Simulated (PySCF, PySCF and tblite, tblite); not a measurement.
**C₇H₆F+: a path driven as rotation about a bond, and NMR exchange**

Aim: the barrier and rate of rotation about a bond in C₇H₆F+ (`C#C[C+](C=C)C(=C)F`), and what it does to NMR lines.

Programs: PySCF 2.14.0 with density-fitted response routines of our own, and tblite 0.8.0. All values are computed, except where a source is named. Atoms count from 0 throughout.

## 1. The starting structure

14 atoms, charge 1, multiplicity 1; geometry from: force field or distance geometry start.

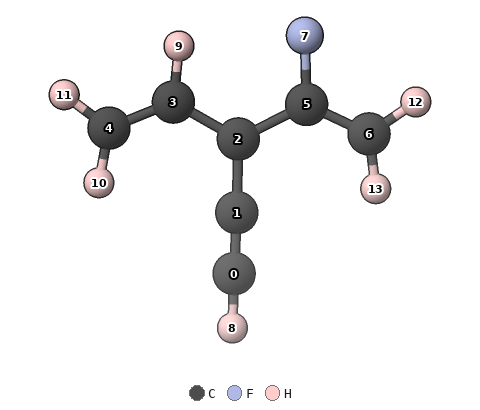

The starting geometry (carbon dark grey, fluorine light blue, hydrogen pink), atoms numbered.

## 2. GFN2-xTB relaxation, start minimum

What the job is given:

```
{"job": {"xc": "GFN2-xTB", "basis": "xTB", "kind": "relax"}, "charge": 1, "multiplicity": 1}
C      0.288500     2.338500    -0.562400
C      0.136900     1.203100    -0.227700
C     -0.012500    -0.168300     0.195200
C      1.166800    -0.988700     0.355400
C      2.442000    -0.630500     0.186400
C     -1.375000    -0.675800     0.420500
C     -2.519400     0.000300     0.291700
F     -1.453300    -1.965700     0.812800
H      0.410600     3.351000    -0.865100
H      0.969800    -2.023000     0.681000
H      2.724200     0.369400    -0.133300
H      3.243000    -1.344200     0.341000
H     -3.465000    -0.502500     0.509400
H     -2.557200     1.035900    -0.009600
```

On the command line:

```bash
> OMP_NUM_THREADS=1 python ens_run.py task.json out
```

One launch serves the whole session.

The program printed:

```text
step      E/eV     max force
  0    -603.03192    3.422
  1    -602.95029    5.930
  2    -603.12974    0.903
  3    -603.14411    0.678
  4    -603.15779    0.335
  5    -603.17691    0.238
  6    -603.18051    0.191
  7    -603.18512    0.159
  8    -603.18703    0.140
  9    -603.18863    0.117
 10    -603.18985    0.136
 11    -603.19151    0.118
 12    -603.19288    0.090
 13    -603.19351    0.062
 14    -603.19370    0.040
 15    -603.19381    0.035
 16    -603.19396    0.037
 17    -603.19413    0.043
 18    -603.19427    0.035
 19    -603.19441    0.035
 20    -603.19459    0.046
 21    -603.19486    0.062
 22    -603.19516    0.062
 23    -603.19538    0.037
 24    -603.19549    0.021
 25    -603.19555    0.019
 26    -603.19560    0.019
 27    -603.19564    0.012
 28    -603.19566    0.011
 29    -603.19566    0.007
 30    -603.19567    0.006
 31    -603.19567    0.003
 32    -603.19567    0.002
```

Wall time 0.45 s (1 thread of AMD EPYC, shared host).

The energy fell by 0.164 eV, and the atoms moved 0.06 Å (root mean square).

## 3. Relaxed scan, rotation

What the job is given:

```
{"job": {"xc": "GFN2-xTB", "basis": "xTB", "coordinate": [["t", [6, 5, 2, 1], 0.25], ["t", [6, 5, 2, 3], 0.25], ["t", [7, 5, 2, 1], 0.25], ["t", [7, 5, 2, 3], 0.25]], "kind": "drive"}, "charge": 1, "multiplicity": 1}
C      0.288992     2.302582    -0.553203
C      0.133846     1.154320    -0.205351
C     -0.009758    -0.172834     0.194148
C      1.121453    -1.017706     0.373542
C      2.394419    -0.606357     0.175345
C     -1.333385    -0.684497     0.425963
C     -2.481268     0.012348     0.289786
F     -1.390581    -1.957480     0.805033
H      0.412868     3.306091    -0.856552
H      0.921175    -2.035914     0.684896
H      2.629636     0.401103    -0.135249
H      3.222390    -1.282148     0.324002
H     -3.429451    -0.464627     0.487671
H     -2.481015     1.044646    -0.014692
```

The program printed:

```text
point  coordinate     E/eV
  0    -75.400     -603.17248
  1    -60.800     -603.10283
  2    -46.100     -602.99018
  3    -31.400     -602.83795
  4    -16.300     -602.67397
  5      0.100     -602.55874
  6     16.300     -602.67580
  7     31.400     -602.83227
  8     46.100     -602.96908
  9     60.700     -603.06297
 10     75.300     -603.11013
 11     90.100     -603.12534
```

It took 5 s on 1 thread of AMD EPYC, shared host.

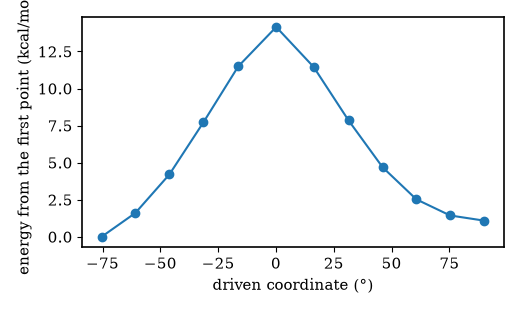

Energy along the scan.

## 4. Nudged elastic band, leg 1

Changed since step 3:

```diff
@@ -1,2 +1,2 @@
-{"job": {"xc": "GFN2-xTB", "basis": "xTB", "coordinate": [["t", [6, 5, 2, 1], 0.25], ["t", [6, 5, 2, 3], 0.25], ["t", [7, 5, 2, 1], 0.25], ["t", [7, 5, 2, 3], 0.25]], "kind": "drive"}, "charge": 1, "multiplicity": 1}
+{"job": {"xc": "GFN2-xTB", "basis": "xTB", "kind": "neb"}, "charge": 1, "multiplicity": 1}
 C      0.288992     2.302582    -0.553203
```

The program printed:

```text
image   E - E0 / eV
  0       0.0000
  1       0.0906
  2       0.3389
  3       0.6378
  4       0.3519
  5       0.1307
  6       0.0702
```

Wall time 3.3 s (1 thread of AMD EPYC, shared host).

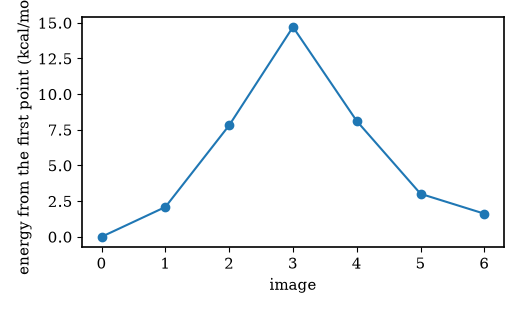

Energy along the band.

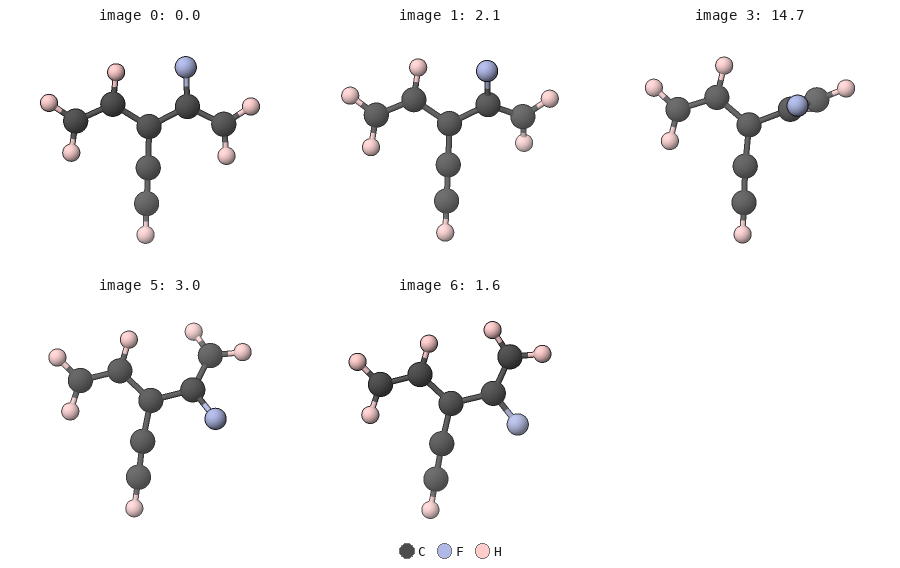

Images along the band, with energies in kcal/mol.

## 5. Saddle search, leg 1

What the job is given:

```
{"job": {"xc": "GFN2-xTB", "basis": "xTB", "kind": "saddle"}, "charge": 1, "multiplicity": 1}
C      0.440678     2.572832    -0.127085
C      0.278678     1.377420     0.020098
C      0.014973     0.035888     0.196827
C      0.962707    -0.990747    -0.006955
C      2.264088    -0.741439    -0.302101
C     -1.372144    -0.316123     0.617159
C     -2.354875    -0.561889    -0.224384
F     -1.505823    -0.364105     1.948285
H      0.591980     3.610170    -0.264483
H      0.613765    -2.008694     0.119134
H      2.639891     0.265352    -0.420244
H      2.973994    -1.548116    -0.411203
H     -3.334119    -0.819522     0.143204
H     -2.213793    -0.511026    -1.288253
```

The program printed:

```text
step      E/eV     max force
  0    -602.55785   0.0318
  1    -602.56037   0.0732
  2    -602.55999   0.0157
  3    -602.56044   0.0324
  4    -602.56045   0.0022
lowest wavenumbers (cm-1): -245.2 79.3 120.4 131.3 167.4 256.2
```

It took 4.3 s on 1 thread of AMD EPYC, shared host.

Point group C1; 1 imaginary mode, 245i cm⁻¹, carried by F7, C3, C6, C1. Steps downhill from it reached both ends.

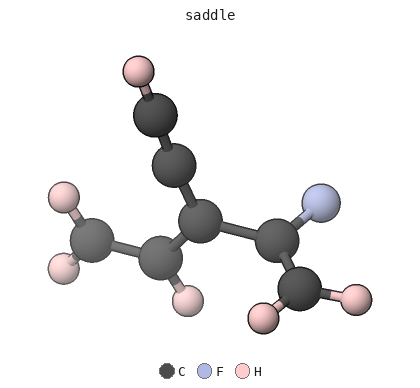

The saddle point.

## 6. Shieldings, start: PBE0/pcSseg-1 in chloroform

What the job is given:

```
{"job": {"kind": "nmr", "xc": "PBE0", "basis": "pcSseg-1", "solvent": "chloroform", "pop": false}, "charge": 1, "multiplicity": 1}
C      0.288992     2.302582    -0.553203
C      0.133846     1.154320    -0.205351
C     -0.009758    -0.172834     0.194148
C      1.121453    -1.017706     0.373542
C      2.394419    -0.606357     0.175345
C     -1.333385    -0.684497     0.425963
C     -2.481268     0.012348     0.289786
F     -1.390581    -1.957480     0.805033
H      0.412868     3.306091    -0.856552
H      0.921175    -2.035914     0.684896
H      2.629636     0.401103    -0.135249
H      3.222390    -1.282148     0.324002
H     -3.429451    -0.464627     0.487671
H     -2.481015     1.044646    -0.014692
```

The program printed:

```text
coarse grid: 12408 points
cycle   1  E = -369.2663800946  dE =  1.416e+00  |g| = 5.314e-01  |ddm| = 3.738e+00
cycle   2  E = -369.1796687076  dE =  8.671e-02  |g| = 8.450e-01  |ddm| = 1.189e+00
cycle   3  E = -369.3210072126  dE = -1.413e-01  |g| = 1.228e-01  |ddm| = 7.448e-01
cycle   4  E = -369.3234741700  dE = -2.467e-03  |g| = 7.721e-02  |ddm| = 1.331e-01
cycle   5  E = -369.3249089635  dE = -1.435e-03  |g| = 9.805e-03  |ddm| = 5.467e-02
cycle   6  E = -369.3249234440  dE = -1.448e-05  |g| = 5.718e-03  |ddm| = 1.329e-02
cycle   7  E = -369.3249324985  dE = -9.055e-06  |g| = 8.735e-04  |ddm| = 4.917e-03
final grid: 122296 points
cycle   8  E = -369.3802347868  dE = -4.121e-05  |g| = 5.308e-03  |ddm| = 7.077e-02
cycle   9  E = -369.3802364181  dE = -1.631e-06  |g| = 5.016e-03  |ddm| = 1.024e-02
cycle  10  E = -369.3802420049  dE = -5.587e-06  |g| = 1.285e-03  |ddm| = 4.754e-03
cycle  11  E = -369.3802422947  dE = -2.898e-07  |g| = 1.647e-04  |ddm| = 1.142e-03
cycle  12  E = -369.3802422981  dE = -3.452e-09  |g| = 1.184e-04  |ddm| = 2.450e-04
cycle  13  E = -369.3802423022  dE = -4.061e-09  |g| = 1.588e-05  |ddm| = 1.133e-04
cycle  14  E = -369.3802423022  dE = -2.399e-11  |g| = 1.255e-05  |ddm| = 1.962e-05
converged SCF energy = -369.3802423022

GIAO shielding tensors (ppm)
atom      isotropic    diamagn.    paramagn.     s11        s22        s33       span
  0 C       25.344     258.334    -232.990     -5.641      9.909     71.763     77.404
  1 C       98.742     248.626    -149.884      4.429     19.329    272.469    268.040
  2 C        4.148     260.748    -256.601    -92.322    -29.875    134.640    226.961
  3 C       41.346     250.531    -209.185    -68.486     20.003    172.520    241.006
  4 C       -8.125     254.323    -262.448   -124.422    -70.136    170.183    294.605
  5 C       11.308     248.119    -236.811    -85.199     37.844     81.278    166.477
  6 C       23.245     257.306    -234.062    -75.607    -17.647    162.988    238.594
  7 F      277.065     474.623    -197.558    183.933    262.723    384.540    200.607
  8 H       24.377      33.178      -8.801     22.873     23.688     26.568      3.695
  9 H       23.146      29.834      -6.688     20.687     20.728     28.024      7.337
 10 H       22.610      29.458      -6.848     17.265     22.476     28.090     10.825
 11 H       22.802      25.853      -3.051     19.308     23.078     26.021      6.714
 12 H       23.659      25.814      -2.156     21.120     22.976     26.880      5.759
 13 H       23.335      29.727      -6.393     19.707     22.231     28.066      8.359
```

Wall time 30 s (1 thread of AMD EPYC, shared host).

This run: HOMO -9.73 eV, LUMO -5.94 eV.

## 7. Shieldings, saddle of leg 1: PBE0/pcSseg-1 in chloroform

What the job is given:

```
{"job": {"kind": "nmr", "xc": "PBE0", "basis": "pcSseg-1", "solvent": "chloroform", "pop": false}, "charge": 1, "multiplicity": 1}
C      0.441468     2.579822    -0.108600
C      0.282752     1.379486    -0.004407
C      0.017160     0.037386     0.165651
C      0.970788    -0.990769    -0.000127
C      2.271658    -0.747529    -0.303849
C     -1.372845    -0.306896     0.585694
C     -2.370637    -0.571674    -0.231434
F     -1.489445    -0.326121     1.921592
H      0.592139     3.622562    -0.199668
H      0.624266    -2.005423     0.156990
H      2.644815     0.255820    -0.456676
H      2.982179    -1.556685    -0.391278
H     -3.340731    -0.821659     0.165208
H     -2.253567    -0.548320    -1.299095
```

The program printed:

```text
coarse grid: 12408 points
cycle   1  E = -369.2244269447  dE =  1.422e+00  |g| = 5.804e-01  |ddm| = 3.649e+00
cycle   2  E = -369.0963084012  dE =  1.281e-01  |g| = 9.630e-01  |ddm| = 1.391e+00
cycle   3  E = -369.2916650633  dE = -1.954e-01  |g| = 1.524e-01  |ddm| = 8.860e-01
cycle   4  E = -369.2962595936  dE = -4.595e-03  |g| = 7.937e-02  |ddm| = 1.611e-01
cycle   5  E = -369.2977614680  dE = -1.502e-03  |g| = 1.584e-02  |ddm| = 5.993e-02
cycle   6  E = -369.2978151324  dE = -5.366e-05  |g| = 5.838e-03  |ddm| = 1.735e-02
cycle   7  E = -369.2978229152  dE = -7.783e-06  |g| = 2.047e-03  |ddm| = 5.614e-03
final grid: 122296 points
cycle   8  E = -369.3537019394  dE = -3.572e-05  |g| = 5.735e-03  |ddm| = 6.230e-02
cycle   9  E = -369.3536990122  dE =  2.927e-06  |g| = 6.906e-03  |ddm| = 1.323e-02
cycle  10  E = -369.3537103709  dE = -1.136e-05  |g| = 1.712e-03  |ddm| = 6.934e-03
cycle  11  E = -369.3537110651  dE = -6.942e-07  |g| = 2.310e-04  |ddm| = 1.338e-03
cycle  12  E = -369.3537110743  dE = -9.180e-09  |g| = 1.513e-04  |ddm| = 3.204e-04
cycle  13  E = -369.3537110790  dE = -4.767e-09  |g| = 3.289e-05  |ddm| = 1.410e-04
cycle  14  E = -369.3537110793  dE = -2.400e-10  |g| = 1.664e-05  |ddm| = 3.978e-05
converged SCF energy = -369.3537110793

GIAO shielding tensors (ppm)
atom      isotropic    diamagn.    paramagn.     s11        s22        s33       span
  0 C      -23.629     255.923    -279.552    -67.641    -24.380     21.135     88.776
  1 C       82.921     250.444    -167.523     -7.057     11.794    244.025    251.083
  2 C      -24.881     258.488    -283.369   -136.990    -78.256    140.604    277.594
  3 C       29.324     251.633    -222.309    -83.128     13.955    157.146    240.275
  4 C      -22.856     253.841    -276.698   -135.350   -102.079    168.860    304.209
  5 C       24.375     248.238    -223.863    -83.805     75.078     81.852    165.657
  6 C       78.856     257.317    -178.461    -23.025     86.935    172.658    195.683
  7 F      251.635     473.118    -221.483    152.860    270.419    331.626    178.766
  8 H       21.229      32.418     -11.189     17.532     22.683     23.472      5.940
  9 H       22.875      29.897      -7.022     19.075     22.084     27.467      8.392
 10 H       22.029      28.571      -6.543     16.009     22.606     27.471     11.463
 11 H       22.315      25.679      -3.364     18.078     23.115     25.752      7.675
 12 H       25.652      26.938      -1.286     22.860     24.718     29.378      6.518
 13 H       26.213      30.411      -4.198     23.576     25.538     29.524      5.948
```

It took 29 s on 1 thread of AMD EPYC, shared host.

In short: HOMO -9.14 eV, LUMO -6.26 eV.

## 8. Shieldings, end: PBE0/pcSseg-1 in chloroform

What the job is given:

```
{"job": {"kind": "nmr", "xc": "PBE0", "basis": "pcSseg-1", "solvent": "chloroform", "pop": false}, "charge": 1, "multiplicity": 1}
C      0.777115     2.608750     0.612595
C      0.419050     1.469832     0.409103
C     -0.070912     0.184862     0.192189
C      0.796029    -0.872205    -0.203227
C      2.124484    -0.697423    -0.374974
C     -1.486316     0.008208     0.392950
C     -2.198999    -1.128306     0.250562
F     -2.130685     1.112920     0.762684
H      1.102092     3.598187     0.786930
H      0.359858    -1.846760    -0.367464
H      2.601136     0.259125    -0.219615
H      2.758131    -1.517707    -0.673975
H     -3.262326    -1.109548     0.439267
H     -1.764950    -2.066479    -0.044400
```

The program printed:

```text
coarse grid: 12408 points
cycle   1  E = -369.2610580879  dE =  1.419e+00  |g| = 5.384e-01  |ddm| = 3.711e+00
cycle   2  E = -369.1684717401  dE =  9.259e-02  |g| = 8.695e-01  |ddm| = 1.254e+00
cycle   3  E = -369.3176312022  dE = -1.492e-01  |g| = 1.194e-01  |ddm| = 7.805e-01
cycle   4  E = -369.3197545782  dE = -2.123e-03  |g| = 8.048e-02  |ddm| = 1.331e-01
cycle   5  E = -369.3213269380  dE = -1.572e-03  |g| = 1.002e-02  |ddm| = 5.996e-02
cycle   6  E = -369.3213409894  dE = -1.405e-05  |g| = 5.994e-03  |ddm| = 1.281e-02
cycle   7  E = -369.3213505087  dE = -9.519e-06  |g| = 8.496e-04  |ddm| = 4.913e-03
final grid: 122296 points
cycle   8  E = -369.3773984388  dE = -4.314e-05  |g| = 5.900e-03  |ddm| = 7.576e-02
cycle   9  E = -369.3773978627  dE =  5.760e-07  |g| = 6.574e-03  |ddm| = 1.211e-02
cycle  10  E = -369.3774067962  dE = -8.933e-06  |g| = 1.568e-03  |ddm| = 6.296e-03
cycle  11  E = -369.3774073076  dE = -5.113e-07  |g| = 2.117e-04  |ddm| = 1.614e-03
cycle  12  E = -369.3774073156  dE = -8.008e-09  |g| = 1.437e-04  |ddm| = 3.251e-04
cycle  13  E = -369.3774073209  dE = -5.289e-09  |g| = 1.966e-05  |ddm| = 1.321e-04
cycle  14  E = -369.3774073209  dE = -2.171e-11  |g| = 1.706e-05  |ddm| = 2.705e-05
converged SCF energy = -369.3774073209

GIAO shielding tensors (ppm)
atom      isotropic    diamagn.    paramagn.     s11        s22        s33       span
  0 C       10.067     256.226    -246.159    -13.564      9.704     34.061     47.625
  1 C       94.943     248.732    -153.789      4.241     19.722    260.866    256.625
  2 C        3.673     262.045    -258.372    -83.837    -39.067    133.923    217.760
  3 C       42.024     253.191    -211.167    -69.150     27.364    167.858    237.008
  4 C       -1.816     253.698    -255.515   -113.257    -61.811    169.619    282.875
  5 C       12.093     245.353    -233.260    -82.784     36.423     82.640    165.425
  6 C       31.179     258.955    -227.776    -74.819     -0.146    168.502    243.321
  7 F      267.785     472.699    -204.914    184.901    274.007    344.445    159.544
  8 H       23.541      32.334      -8.793     22.725     23.700     24.197      1.472
  9 H       23.264      31.729      -8.465     21.141     21.321     27.330      6.189
 10 H       22.843      28.960      -6.117     17.854     22.468     28.205     10.351
 11 H       23.171      26.600      -3.429     20.110     23.401     26.001      5.891
 12 H       23.481      26.049      -2.568     20.289     22.718     27.437      7.148
 13 H       23.506      30.716      -7.210     20.248     22.950     27.320      7.072
```

It took 34 s on 1 thread of AMD EPYC, shared host.

In short: HOMO -9.70 eV, LUMO -5.94 eV.

## 9. Kinetics and line shapes

What the job is given:

```
{"job": {"smiles": "C#C[C+](C=C)C(=C)F", "charge": 1, "mult": 1, "motion": "rotation", "what": "allyl or dienyl ion", "atoms": [5, 2], "drives": [{"terms": [["t", [6, 5, 2, 1], 0.25], ["t", [6, 5, 2, 3], 0.25], ["t", [7, 5, 2, 1], 0.25], ["t", [7, 5, 2, 3], 0.25]], "by": 180, "n": 12}], "study": "path", "level": {"kind": "nmr", "xc": "PBE0", "basis": "pcSseg-1", "solvent": "chloroform"}, "fields": [200, 250, 500], "first": 0, "seed": 560, "kind": "path"}, "charge": 1, "multiplicity": 1}
C      0.288992     2.302582    -0.553203
C      0.133846     1.154320    -0.205351
C     -0.009758    -0.172834     0.194148
C      1.121453    -1.017706     0.373542
C      2.394419    -0.606357     0.175345
C     -1.333385    -0.684497     0.425963
C     -2.481268     0.012348     0.289786
F     -1.390581    -1.957480     0.805033
H      0.412868     3.306091    -0.856552
H      0.921175    -2.035914     0.684896
H      2.629636     0.401103    -0.135249
H      3.222390    -1.282148     0.324002
H     -3.429451    -0.464627     0.487671
H     -2.481015     1.044646    -0.014692
```

The program printed:

```text
stationary points (kcal/mol above the start)
  n  kind          group   xTB      DFT    lowest mode
  0  minimum      Cs       0.00     0.00      65.1
  1  saddle       C1      14.65    16.76    -245.2
  2  minimum      Cs       1.62     1.82      54.0

GFN2-xTB energies: T/K, barrier G, reaction G (kcal/mol), k forward, k back (1/s)
 150.00    13.95     1.58   2.97e-08   5.87e-06
 200.00    13.96     1.57    0.00463      0.243
 250.00    13.98     1.58       6.24        149
 298.15    14.01     1.58        667   9.57e+03
 350.00    14.05     1.58   2.45e+04   2.39e+05
 400.00    14.10     1.59   3.29e+05   2.43e+06
 500.00    14.22     1.60   1.26e+07   6.33e+07

PBE0/pcSseg-1 + D3(BJ), IEF-PCM chloroform energies: T/K, barrier G, reaction G (kcal/mol), k forward, k back (1/s)
 150.00    16.06     1.78   2.49e-11    9.7e-09
 200.00    16.07     1.78   2.28e-05    0.00199
 250.00    16.09     1.78     0.0889       3.19
 298.15    16.12     1.78       18.9        382
 350.00    16.16     1.79   1.18e+03   1.53e+04
 400.00    16.21     1.79   2.31e+04    2.2e+05
 500.00    16.34     1.80   1.51e+06   9.26e+06
```

It took 1.9 min on 1 thread of AMD EPYC, shared host. This counts the whole study up to here.

Barriers by level (kcal/mol; entropies in cal/(mol K)). Zero-point and thermal terms come from xTB in every row. ΔG‡ leaves symmetry out; the rate counts equivalent paths (a factor of 2); effective ΔG‡, where given, is the barrier that would give that rate by Eyring's equation alone:

```tsv
level	ΔE‡	with zero-point	ΔH‡	ΔS‡	ΔG‡ (298 K)	ΔE of reaction	k at 298 K (1/s)	effective ΔG‡
GFN2-xTB	14.65	13.93	13.73	-0.9	14.01	1.62	6.7e+02	13.60
PBE0/pcSseg-1 + D3(BJ), IEF-PCM chloroform	16.76	16.04	15.84	-0.9	16.12	1.82	19	15.71
```

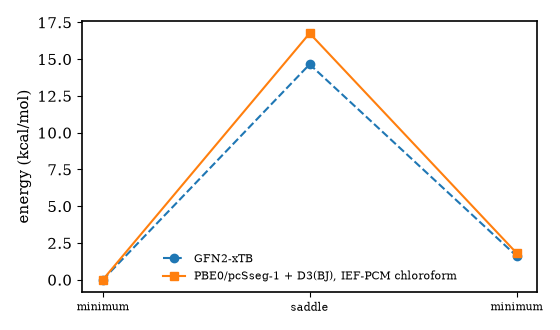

The xTB stationary points, at both levels.

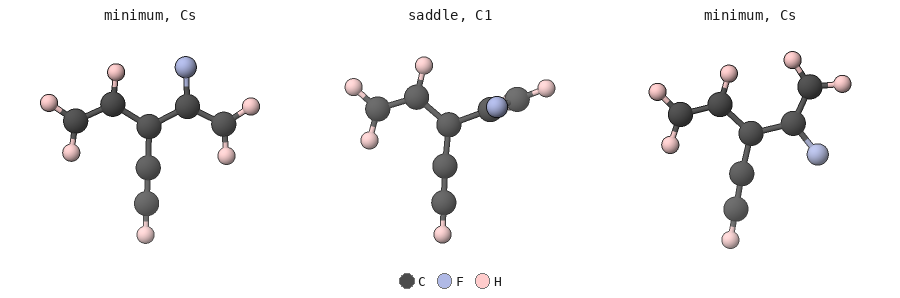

The stationary points in order.

Sites that the driver pairs across this motion, and where their lines would merge (no couplings; faster rotations or exchange between molecules can average them sooner):

```tsv
nucleus	sites: shielding (ppm)	proton frequency (MHz)	spread (Hz)	coalescence (K)	lines at 298 K
¹⁹F	F7: 277.1; F7 (end): 267.8	500	4368	not given	–
¹³C	C0: 25.3; C0 (end): 10.1	500	1921	not given	–
¹³C	C6: 23.2; C6 (end): 31.2	500	998	not given	–
¹³C	C4: -8.1; C4 (end): -1.8	500	793	not given	–
¹³C	C1: 98.7; C1 (end): 94.9	500	478	not given	–
¹H	H8: 24.38; H8 (end): 23.54	500	418	not given	–
¹H	H11: 22.80; H11 (end): 23.17	500	184	not given	–
¹H	H10: 22.61; H10 (end): 22.84	500	116	not given	–
```

A dash: the driver gave no coalescence for this row (it judged the minor form too scarce).

Rows that set an atom against itself at the end compare its shielding in the two forms.

## 10. Results

| quantity | value |
| --- | --- |
| barrier (PBE0/pcSseg-1 + D3(BJ), IEF-PCM chloroform) | ΔE‡ 16.8, ΔG‡(298 K) 16.1 kcal/mol |
| barrier (GFN2-xTB) | ΔE‡ 14.7 kcal/mol |
| rate at 298 K | 19 s⁻¹ |
| end of the path | 1.8 kcal/mol from the start |

What this shows: The barrier is 16.8 kcal/mol at the DFT level (xTB: 14.7); with thermal terms and the count of paths the DFT value gives a rate of 19 s⁻¹ at 298 K. An error of 1.4 kcal/mol changes that rate tenfold.
